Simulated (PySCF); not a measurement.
**Silicon: the same states on changed settings**

Aim: see what changed settings do to total energies and their difference. The change: radial step 1.2 in ln r (0.13 in the sound run), unsound on purpose. A sound run of the same states serves as the yardstick.

The numbers are computed with PySCF 2.14.0 (unrestricted determinants in a Gaussian basis, no spin-orbit coupling in the energies), except any that are marked as measured or tabulated.

### Step 1. Starting point

- Element: silicon (Z = 14)
- Basis: cc-pVDZ-DK (4s3p1d, 18 functions)
- Hamiltonian: the spin-free X2C one-electron Hamiltonian (Gaussian nucleus)
- State 1: Si: [Ne] 3s2 3p2, high-spin 3P determinant
- State 2: Si⁺: [Ne] 3s2 3p1, 2P determinant
- Methods: BP86, MN15

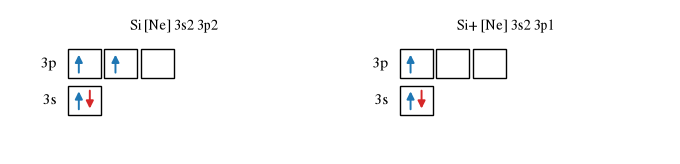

The shells outside the core, filled by Hund's rule for the drawing.

The sound run (cc-pVDZ-DK, the spin-free X2C one-electron Hamiltonian (Gaussian nucleus), symmetry-adapted start, fine grid, valence correlation) gave:

```csv
species,method,energy (hartree)
Si,UHF,-289.45207
Si,BP86,-290.00322
Si,MN15,-289.94192
Si,MP2 (valence),-289.49698
Si,CCSD(T) (valence),-289.51699
Si⁺,UHF,-289.17161
Si⁺,BP86,-289.70012
Si⁺,MN15,-289.64589
Si⁺,MP2 (valence),-289.20633
Si⁺,CCSD(T) (valence),-289.22527
```

One driver process ran all states and methods and kept the integrals in memory. Each run is shown as a PySCF script that sums up its settings (the driver passes frozen orbitals as a list and adds second-order terms of double hybrids); the logs are those of the runs themselves. The driver starts from symmetry-adapted Hartree-Fock orbitals, holds the occupation by maximum overlap and uses a logarithmic radial grid for functionals, so a plain start would take other cycles.

It was started by

```sh
OMP_NUM_THREADS=1 python atomrun2.py TASK.json OUT
```

The integrals over 18 functions and the set-up took 0.02 s of CPU time.

The grid is set inside the driver, so the scripts do not show it: radial step 1.2 in ln r (0.13 in the sound run).

### Step 2. Changed run, Si: the ladder of methods

Level: BP86.

input.py reads:

```python
from pyscf import gto, scf, dft, mp, cc
import basis_set_exchange as bse
mol = gto.M(atom="Si 0 0 0", charge=0, spin=2, symmetry="D2h",
            basis=gto.basis.parse(bse.get_basis("cc-pVDZ-DK", elements=["Si"], fmt="nwchem", header=False)),
            nucmod="G")
mf = dft.UKS(mol, xc="B88,P86").sfx2c1e()
mf.irrep_nelec = {'Ag': (3, 3), 'B1u': (2, 1), 'B2u': (2, 1), 'B3u': (1, 1)}
mf.kernel()
```

Standard output:

```text
damping factor = 0
level_shift factor = 0
DIIS = <class 'pyscf.scf.diis.CDIIS'>
diis_start_cycle = 1
diis_space = 10
diis_damp = 0
SCF conv_tol = 1e-09
SCF conv_tol_grad = None
number electrons alpha = 8  beta = 6
XC functionals = B88,P86
    A. D. Becke.,  Phys. Rev. A 38, 3098 (1988)
    J. P. Perdew.,  Phys. Rev. B 33, 8822 (1986)
cycle= 1 E= -289.454988488607  delta_E= -0.152  |g|= 0.207  |ddm|= 3.38
cycle= 2 E= -289.482205080987  delta_E= -0.0272  |g|= 0.105  |ddm|= 2.28
cycle= 3 E= -289.492592398661  delta_E= -0.0104  |g|= 0.00167  |ddm|= 0.662
cycle= 4 E= -289.492596399779  delta_E= -4e-06  |g|= 0.0001  |ddm|= 0.0154
cycle= 5 E= -289.492596410466  delta_E= -1.07e-08  |g|= 2.14e-05  |ddm|= 0.000888
cycle= 6 E= -289.492596411132  delta_E= -6.67e-10  |g|= 1.14e-07  |ddm|= 0.000195
converged SCF energy = -289.492596411132  <S^2> = 2.0128762  2S+1 = 3.0085719
```

It took 0.05 s on 1 thread of Neoverse-N1, shared host, the integrals not counted.

The occupied shells:

```csv
shell,electrons,mean orbital energy (eV),spread (eV),rms radius (bohr)
1s α,1,-1802.6,0,0.129
1s β,1,-1802.6,0,0.129
2s α,1,-145.21,0,0.623
2s β,1,-145.18,0,0.623
2p α,3,-104.22,0.073,0.602
2p β,3,-104.18,0.160,0.602
3s α,1,-13.660,0,2.76
3s β,1,-12.603,0,2.76
3p α,2,-8.471,0,3.63
```

⟨S²⟩ = 2.013, ⟨L²⟩ = 2.00.

Level: MN15.

Changes to input.py:

```diff
@@ -5,3 +5,3 @@
             nucmod="G")
-mf = dft.UKS(mol, xc="B88,P86").sfx2c1e()
+mf = dft.UKS(mol, xc="MN15").sfx2c1e()
 mf.irrep_nelec = {'Ag': (3, 3), 'B1u': (2, 1), 'B2u': (2, 1), 'B3u': (1, 1)}
```

Standard output:

```text
damping factor = 0
level_shift factor = 0
DIIS = <class 'pyscf.scf.diis.CDIIS'>
diis_start_cycle = 1
diis_space = 10
diis_damp = 0
SCF conv_tol = 1e-09
SCF conv_tol_grad = None
number electrons alpha = 8  beta = 6
XC functionals = MN15
    H. S. Yu, X. He, S. L. Li, and D. G. Truhlar.,  Chem. Sci. 7, 5032-5051 (2016)
    H. S. Yu, X. He, S. L. Li, and D. G. Truhlar.,  Chem. Sci. 7, 5032-5051 (2016)
cycle= 1 E= -289.056546132733  delta_E= -0.14  |g|= 0.205  |ddm|= 2.88
cycle= 2 E= -289.068320341019  delta_E= -0.0118  |g|= 0.0883  |ddm|= 1.49
cycle= 3 E= -289.073149397492  delta_E= -0.00483  |g|= 0.00796  |ddm|= 0.544
cycle= 4 E= -289.073198549846  delta_E= -4.92e-05  |g|= 0.000435  |ddm|= 0.0668
cycle= 5 E= -289.073198673806  delta_E= -1.24e-07  |g|= 5.4e-05  |ddm|= 0.00208
cycle= 6 E= -289.073198678291  delta_E= -4.49e-09  |g|= 6e-06  |ddm|= 0.000179
cycle= 7 E= -289.073198678342  delta_E= -5.04e-11  |g|= 8.96e-07  |ddm|= 4.46e-05
converged SCF energy = -289.073198678342  <S^2> = 2.0133595  2S+1 = 3.0088932
```

It took 0.08 s on 1 thread of Neoverse-N1, shared host, the integrals not counted.

### Step 3. Changed run, Si⁺

Level: BP86.

input.py reads:

```python
from pyscf import gto, scf, dft, mp, cc
import basis_set_exchange as bse
mol = gto.M(atom="Si 0 0 0", charge=1, spin=1, symmetry="D2h",
            basis=gto.basis.parse(bse.get_basis("cc-pVDZ-DK", elements=["Si"], fmt="nwchem", header=False)),
            nucmod="G")
mf = dft.UKS(mol, xc="B88,P86").sfx2c1e()
mf.irrep_nelec = {'Ag': (3, 3), 'B1u': (1, 1), 'B2u': (2, 1), 'B3u': (1, 1)}
mf.kernel()
```

Standard output:

```text
damping factor = 0
level_shift factor = 0
DIIS = <class 'pyscf.scf.diis.CDIIS'>
diis_start_cycle = 1
diis_space = 10
diis_damp = 0
SCF conv_tol = 1e-09
SCF conv_tol_grad = None
number electrons alpha = 7  beta = 6
XC functionals = B88,P86
    A. D. Becke.,  Phys. Rev. A 38, 3098 (1988)
    J. P. Perdew.,  Phys. Rev. B 33, 8822 (1986)
cycle= 1 E= -289.083397148809  delta_E= -0.0957  |g|= 0.11  |ddm|= 2.78
cycle= 2 E= -289.089394057161  delta_E= -0.006  |g|= 0.0359  |ddm|= 0.628
cycle= 3 E= -289.090212273204  delta_E= -0.000818  |g|= 0.000558  |ddm|= 0.167
cycle= 4 E= -289.090212711523  delta_E= -4.38e-07  |g|= 4.78e-05  |ddm|= 0.00562
cycle= 5 E= -289.090212713805  delta_E= -2.28e-09  |g|= 4.37e-06  |ddm|= 0.000323
cycle= 6 E= -289.090212713828  delta_E= -2.31e-11  |g|= 1.38e-07  |ddm|= 1.79e-05
converged SCF energy = -289.090212713828  <S^2> = 0.75346494  2S+1 = 2.0034619
```

It took 0.05 s on 1 thread of Neoverse-N1, shared host, the integrals not counted.

The occupied shells:

```csv
shell,electrons,mean orbital energy (eV),spread (eV),rms radius (bohr)
1s α,1,-1809.1,0,0.129
1s β,1,-1809.1,0,0.129
2s α,1,-151.89,0,0.624
2s β,1,-151.85,0,0.624
2p α,3,-110.90,0.078,0.603
2p β,3,-110.85,0.208,0.603
3s α,1,-19.709,0,2.58
3s β,1,-19.242,0,2.58
3p α,1,-13.947,0,3.47
```

⟨S²⟩ = 0.753, ⟨L²⟩ = 2.00.

Level: MN15.

Changes to input.py:

```diff
@@ -5,3 +5,3 @@
             nucmod="G")
-mf = dft.UKS(mol, xc="B88,P86").sfx2c1e()
+mf = dft.UKS(mol, xc="MN15").sfx2c1e()
 mf.irrep_nelec = {'Ag': (3, 3), 'B1u': (1, 1), 'B2u': (2, 1), 'B3u': (1, 1)}
```

Standard output:

```text
damping factor = 0
level_shift factor = 0
DIIS = <class 'pyscf.scf.diis.CDIIS'>
diis_start_cycle = 1
diis_space = 10
diis_damp = 0
SCF conv_tol = 1e-09
SCF conv_tol_grad = None
number electrons alpha = 7  beta = 6
XC functionals = MN15
    H. S. Yu, X. He, S. L. Li, and D. G. Truhlar.,  Chem. Sci. 7, 5032-5051 (2016)
    H. S. Yu, X. He, S. L. Li, and D. G. Truhlar.,  Chem. Sci. 7, 5032-5051 (2016)
cycle= 1 E= -288.717038426144  delta_E= -0.124  |g|= 0.149  |ddm|= 2.54
cycle= 2 E= -288.724032351821  delta_E= -0.00699  |g|= 0.0227  |ddm|= 0.473
cycle= 3 E= -288.724333178769  delta_E= -0.000301  |g|= 0.00234  |ddm|= 0.111
cycle= 4 E= -288.724338480493  delta_E= -5.3e-06  |g|= 0.000291  |ddm|= 0.0143
cycle= 5 E= -288.724338609277  delta_E= -1.29e-07  |g|= 3.23e-05  |ddm|= 0.00243
cycle= 6 E= -288.724338610157  delta_E= -8.8e-10  |g|= 8.47e-06  |ddm|= 0.000197
converged SCF energy = -288.724338610157  <S^2> = 0.759379  2S+1 = 2.0093571
```

Time after the integrals: 0.07 s (1 thread of Neoverse-N1, shared host).

### Step 4. What moved

```csv
species,method,converged,energy less sound run (eV)
Si,BP86,yes,+13.8947
Si,MN15,yes,+23.6391
Si⁺,BP86,yes,+16.5963
Si⁺,MN15,yes,+25.0767
```

Ionisation energy of Si:

```csv
method,sound run (eV),changed run (eV),shift (eV)
UHF,7.632,7.632,+0.000
BP86,8.248,10.949,+2.702
MN15,8.055,9.493,+1.438
```

### Step 5. Summary of results

| quantity | value |
| --- | --- |
| change | radial step 1.2 in ln r (0.13 in the sound run) |
| runs converged | 4 of 4 |
| largest shift of a converged total energy | 25.1 eV |
| largest shift of the ionisation energy | +2.702 eV (BP86) |

**Reading.** The ionisation energy moves by up to 2.70 eV, at BP86. A coarse radial grid mis-integrates the density and the exchange-correlation energy, with errors of either sign; Hartree-Fock needs no grid. The setting is unsound on purpose, so these numbers are no properties of the atom.
